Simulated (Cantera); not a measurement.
Charge: 1 mol Si2H6, 1 mol NO, 5.6 mol H2, equilibrated at 0.825 Torr.

Method: chemical equilibrium by Gibbs-energy minimisation in Cantera with the NASA 1993 tables (ideal gas, pure condensed phases). Candidate condensed phases: H2O, Si, SiO2, Si2N2O, Si3N4; 35 gas species. The feed counts by its element totals alone. Mutual solubility and eutectic melting of coexisting phases are not modelled. The tables hold silica as quartz up to 1696 K and as liquid above; real silica turns to tridymite and cristobalite and melts near 1996 K. Rates play no part.

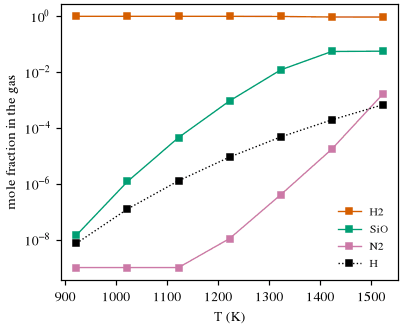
*Equilibrium gas composition (values under 1e-9 drawn at 1e-9)*

**Question.** Read off the mole fractions at 1323 K.

**Answer.** H2 about 0.99, SiO about 0.012, H about 4.8e-5, N2 about 4.0e-7.
